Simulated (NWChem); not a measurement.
**AlI (SMILES [Al][I]) at 6 levels**

Wanted: a comparison of 6 runs (PBE/def2-TZVPPD, r2SCAN/def2-TZVPPD, BHLYP/def2-TZVPPD, PBE0/def2-TZVPPD, SVWN5/def2-TZVPPD, revPBE/def2-TZVPPD) of AlI. 

The results are computed with NWChem 7.3.0.

### 1 Starting point

AlI has 2 atoms, charge 0, and is taken as a singlet. SMILES: `[Al][I]`. The bond length is the measured one.

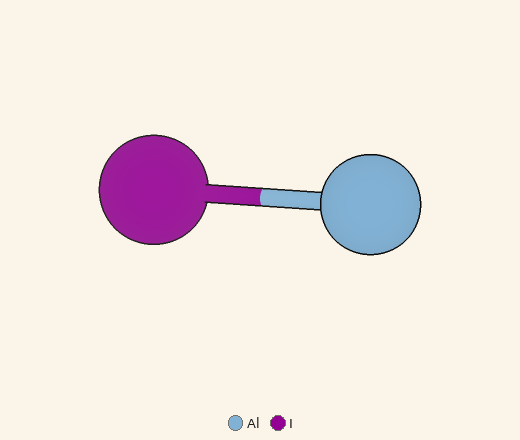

The structure, seen from a chosen angle (aluminium light blue, iodine purple).

### 2 Energy and gradient at PBE/def2-TZVPPD (core potential) (run 1)

Contents of nw.nw:

```
start nw
memory 2200 mb
geometry units angstroms noautosym nocenter noautoz
  Al    0.000000    0.000000    0.000000
  I     0.000000    0.000000    2.537102
end
basis spherical bse
  * library def2-TZVPPD
end
ecp bse
  I library def2-TZVPPD
end
dft
  xc xpbe96 cpbe96
  mult 1
  grid fine
  convergence energy 1e-08
  maxiter 100
  mulliken
  print low
end
task dft gradient
```

Launch:

```bash
$ nwchem nw.nw > nw.out
```

The program printed:

```text
[...]
 d= 0,ls=0.0,diis     1   -540.0022193852 -6.08D+02  1.28D-02  4.84D-01     2.3
[...]
 d= 0,ls=0.0,diis    10   -540.0407176020 -3.74D-09  1.06D-06  1.54D-08    15.6
         Total DFT energy =     -540.040717601989
      One electron energy =     -990.463109557757
           Coulomb energy =      423.314552919624
    Exchange-Corr. energy =      -40.679189599244
 Nuclear repulsion energy =       67.787028635389
[...]
      Total Density - Mulliken Population Analysis
     ---------------------------------------------
    Atom       Charge   Shell Charges
 -----------   ------   -------------------------------------------------------
    1 Al  13    12.84   2.00  0.64  1.33  1.26  0.71  0.02  2.93  2.19  0.88  0.50  0.25  0.00  0.04  0.07  0.00  0.02
    2 I   25    25.16   0.19 -0.79  1.64  0.98  1.19  0.75  0.00 -0.49  6.44  1.42  2.77  1.03  0.00  9.16  0.82  0.04 -0.01  0.00  0.00
[...]
                         DFT ENERGY GRADIENTS
    atom               coordinates                        gradient
                 x          y          z           x          y          z
   1 Al      0.000000   0.000000   0.000000   -0.000000  -0.000000   0.005121
   2 I       0.000000   0.000000   4.794428    0.000000   0.000000  -0.005121
 Task  times  cpu:       23.3s     wall:       23.3s
 Total times  cpu:       23.3s     wall:       23.3s
```

Wall time 24 s (1 thread of Intel Xeon 6975P-C (Granite Rapids), shared host); peak memory 0.12 GiB.

### 3 Energy and gradient at r2SCAN/def2-TZVPPD (core potential) (run 2)

Contents of work.xyz:

```xyz
2
AlI r2SCAN
Al     0.000000     0.000000     0.000000
I      0.000000     0.000000     2.537102
```

Contents of work.nw:

```
start work
title "AlI r2SCAN"
memory total 2200 mb
charge 0

geometry units angstrom noautosym nocenter noautoz
 load work.xyz
end

basis spherical bse
 Al library def2-TZVPPD
 I library def2-TZVPPD
end

ecp bse
 I library def2-TZVPPD
end

dft
 xc r2scan
 grid fine
 convergence energy 1e-08
 maxiter 100
 mulliken
 print low
end

task dft gradient
```

Launch:

```bash
$ nwchem work.nw > work.out
```

The program printed:

```text
[...]
 d= 0,ls=0.0,diis     1   -540.2396337183 -6.08D+02  1.08D-02  3.55D-01     2.4
[...]
 d= 0,ls=0.0,diis     8   -540.2714227072  8.03D-09  5.82D-06  6.90D-07    14.0
         Total DFT energy =     -540.271422707159
      One electron energy =     -990.594305524154
           Coulomb energy =      423.472031122031
    Exchange-Corr. energy =      -40.936176940425
 Nuclear repulsion energy =       67.787028635389
[...]
      Total Density - Mulliken Population Analysis
     ---------------------------------------------
    Atom       Charge   Shell Charges
 -----------   ------   -------------------------------------------------------
    1 Al  13    12.80   2.00  0.65  1.32  1.20  0.79 -0.01  2.92  2.23  0.84  0.50  0.23  0.00  0.04  0.06  0.00  0.02
    2 I   25    25.20   0.19 -0.78  1.63  0.98  1.15  0.79 -0.01 -0.49  6.45  1.41  2.83  1.04 -0.01  9.17  0.81  0.05 -0.01  0.00  0.00
[...]
                         DFT ENERGY GRADIENTS
    atom               coordinates                        gradient
                 x          y          z           x          y          z
   1 Al      0.000000   0.000000   0.000000   -0.000000  -0.000000   0.002447
   2 I       0.000000   0.000000   4.794428    0.000000   0.000000  -0.002447
 Task  times  cpu:       22.5s     wall:       22.5s
 Total times  cpu:       22.5s     wall:       22.5s
```

It took 23 s on 1 thread of Intel Xeon 6975P-C (Granite Rapids), shared host; peak memory 0.13 GiB.

Runs 3 to 5 aren't shown in full; the table further down has their settings and results.

### 4 Energy and gradient at revPBE/def2-TZVPPD (core potential) (run 6)

Contents of ali.nw:

```
start ali
title "AlI gradient"
memory total 2200 mb

geometry noautosym nocenter noautoz
  Al    0.000000    0.000000    0.000000
  I     0.000000    0.000000    2.537102
end

basis spherical bse
  Al library def2-TZVPPD
  I library def2-TZVPPD
end

ecp bse
  I library def2-TZVPPD
end

dft
  xc revpbe cpbe96
  grid fine
  convergence energy 1e-08
  maxiter 100
  mulliken
end

task dft gradient
```

Launch:

```bash
$ nwchem ali.nw > ali.out
```

The program printed:

```text
[...]
          Wavefunction type:  closed shell.
          No. of atoms     :     2
          No. of electrons :    38
[...]
          Charge           :     0
          Spin multiplicity:     1
[...]
          AO basis - number of functions:   107
[...]
              XC Information
              --------------
                        RevPBE Exchange Functional  1.000
            Perdew 1991 LDA Correlation Functional  1.000 local
           PerdewBurkeErnz. Correlation Functional  1.000 non-local
[...]
 d= 0,ls=0.0,diis     1   -540.1412308465 -6.08D+02  1.26D-02  4.43D-01     2.2
[...]
 d= 0,ls=0.0,diis    10   -540.1776475572 -4.65D-10  9.02D-07  1.08D-08    15.7
         Total DFT energy =     -540.177647557243
      One electron energy =     -990.490473704781
           Coulomb energy =      423.348990373176
    Exchange-Corr. energy =      -40.823192861026
 Nuclear repulsion energy =       67.787028635389
[...]
      Total Density - Mulliken Population Analysis
     ---------------------------------------------
    Atom       Charge   Shell Charges
 -----------   ------   -------------------------------------------------------
    1 Al  13    12.84   2.00  0.64  1.33  1.24  0.73  0.02  2.93  2.20  0.86  0.51  0.25  0.00  0.04  0.07  0.00  0.02
    2 I   25    25.16   0.19 -0.79  1.64  0.98  1.18  0.77  0.01 -0.49  6.44  1.41  2.82  0.98  0.00  9.17  0.82  0.04 -0.01  0.00  0.00
[...]
  wavefunction    = closed shell
                         DFT ENERGY GRADIENTS
    atom               coordinates                        gradient
                 x          y          z           x          y          z
   1 Al      0.000000   0.000000   0.000000   -0.000000  -0.000000   0.006857
   2 I       0.000000   0.000000   4.794428    0.000000   0.000000  -0.006857
[...]
```

Wall time 24 s (1 thread of Intel Xeon 6975P-C (Granite Rapids), shared host); peak memory 0.13 GiB.

### 5 Overview of the runs

```tsv
run	level	energy (Eh)	largest force (eV/Å)	wall time
1	PBE/def2-TZVPPD (core potential)	-540.040718	0.263	24 s
2	r2SCAN/def2-TZVPPD (core potential)	-540.271423	0.126	23 s
3	BHLYP/def2-TZVPPD (core potential)	-540.144191	0.178	23 s
4	PBE0/def2-TZVPPD (core potential)	-540.086880	0.122	21 s
5	SVWN5/def2-TZVPPD (core potential)	-538.737123	0.019	21 s
6	revPBE/def2-TZVPPD (core potential)	-540.177648	0.353	24 s
```

### 6 What came out

```
                       quantity          value
            run 6: total energy  -540.17765 Eh
           run 6: dipole moment         1.48 D
             run 6: HOMO energy       -5.81 eV
             run 6: LUMO energy       -2.56 eV
           run 6: HOMO–LUMO gap        3.24 eV
run 6: largest force on an atom     0.353 eV/Å
```

Over runs 3, 4, 5, 6 the dipole moment (its size) runs from 1.48 D (revPBE/def2-TZVPPD) to 1.94 D (BHLYP/def2-TZVPPD). Over runs 3, 4, 5, 6 the HOMO–LUMO gap runs from 3.22 eV (SVWN5/def2-TZVPPD) to 6.36 eV (BHLYP/def2-TZVPPD). Totals of different functionals can't be ranked against each other. All runs together took 2.3 min, the longest 24 s.
